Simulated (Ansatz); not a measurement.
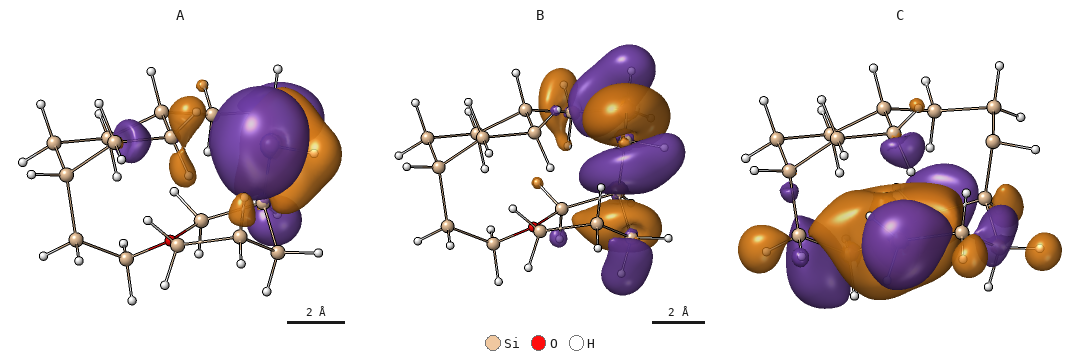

The picture shows: H₂₈OSi₁₆ (Si18H28 off disc). Three frontier orbitals at ±0.05 Å⁻³ᐟ² (orange and purple are the two phases), in no order.

Geometry: PBE-D4/def2-SVP; not at a stationary point (largest force 0.7 eV/Å).

Computed with RKS PBE0-D4/def2-TZVP in Ansatz.

```yaml
atoms:
  - { symbol: Si, position_ang: [-3.7768, 1.4530, -0.2163] }
  - { symbol: Si, position_ang: [-0.8271, -3.3565, 2.0503] }
  - { symbol: Si, position_ang: [1.6654, -2.8876, -0.5215] }
  - { symbol: O, position_ang: [-1.5526, -1.1493, -0.5888] }
  - { symbol: Si, position_ang: [-0.9055, 2.2190, 2.4496] }
  - { symbol: Si, position_ang: [0.8408, 0.8673, 1.6016] }
  - { symbol: Si, position_ang: [2.0082, 1.9377, -0.1496] }
  - { symbol: Si, position_ang: [-1.1479, 4.3153, -0.7076] }
  - { symbol: Si, position_ang: [4.5396, -1.1200, -0.1848] }
  - { symbol: Si, position_ang: [-2.1177, -1.6698, 1.0463] }
  - { symbol: Si, position_ang: [-2.7563, -0.2056, -1.5338] }
  - { symbol: Si, position_ang: [-2.3979, 3.0476, 0.8324] }
  - { symbol: Si, position_ang: [0.0683, -1.4461, -1.4754] }
  - { symbol: Si, position_ang: [0.1876, -4.5321, 0.2851] }
  - { symbol: Si, position_ang: [2.9363, -2.0688, 1.2915] }
  - { symbol: Si, position_ang: [0.5756, 3.0364, -1.6748] }
  - { symbol: Si, position_ang: [3.5260, 0.6223, -1.4091] }
  - { symbol: H, position_ang: [-4.6278, 2.1347, -1.2647] }
  - { symbol: H, position_ang: [-4.7073, 0.7713, 0.7525] }
  - { symbol: H, position_ang: [-1.9004, -4.0948, 2.8162] }
  - { symbol: H, position_ang: [0.1384, -2.7151, 3.0039] }
  - { symbol: H, position_ang: [2.1250, -3.3706, -1.8956] }
  - { symbol: H, position_ang: [-1.6696, 1.5001, 3.5360] }
  - { symbol: H, position_ang: [-0.2963, 3.4565, 3.0654] }
  - { symbol: H, position_ang: [0.2122, -0.4273, 1.1457] }
  - { symbol: H, position_ang: [1.7404, 0.5838, 2.7692] }
  - { symbol: H, position_ang: [2.7540, 3.0514, 0.5520] }
  - { symbol: H, position_ang: [-2.0571, 4.8974, -1.7625] }
  - { symbol: H, position_ang: [-0.5518, 5.4529, 0.0842] }
  - { symbol: H, position_ang: [5.2202, -1.9605, -1.2496] }
  - { symbol: H, position_ang: [5.6617, -0.4366, 0.5702] }
  - { symbol: H, position_ang: [-3.4921, -2.1660, 0.6718] }
  - { symbol: H, position_ang: [-2.3036, -0.3756, 1.7887] }
  - { symbol: H, position_ang: [-3.7111, -1.2391, -2.0590] }
  - { symbol: H, position_ang: [-1.9458, 0.3677, -2.6548] }
  - { symbol: H, position_ang: [-3.4132, 3.9479, 1.5018] }
  - { symbol: H, position_ang: [-0.5242, -1.9532, -2.7697] }
  - { symbol: H, position_ang: [0.4295, -0.0066, -1.7022] }
  - { symbol: H, position_ang: [-0.9297, -4.9865, -0.6262] }
  - { symbol: H, position_ang: [0.8799, -5.7492, 0.8411] }
  - { symbol: H, position_ang: [3.6263, -3.4516, 1.3557] }
  - { symbol: H, position_ang: [-0.0796, 2.0441, -2.6051] }
  - { symbol: H, position_ang: [1.4152, 3.9517, -2.5337] }
  - { symbol: H, position_ang: [2.7151, 0.0663, -2.5619] }
  - { symbol: H, position_ang: [4.4680, 1.6325, -2.0252] }
```

Q: Order the three orbitals by energy and name them.

A: B is the HOMO−1 (−6.64 eV). It lies mainly on Si15 (about 25 %), Si9 (about 25 %), Si3 (about 15 %), Si14 (about 10 %) and Si17 (about 5 %). A is the HOMO (−5.28 eV). It lies mainly on Si15 (about 60 %), Si9 (about 10 %) and Si3 (about 10 %). C is the LUMO (−2.54 eV). By Hirshfeld shares it lies mainly on Si10 (about 20 %), Si11 (about 20 %), Si13 (about 15 %), O4 (about 5 %) and Si1 (about 5 %).

Q: What is the HOMO–LUMO gap?

A: 2.74 eV between the orbital energies.
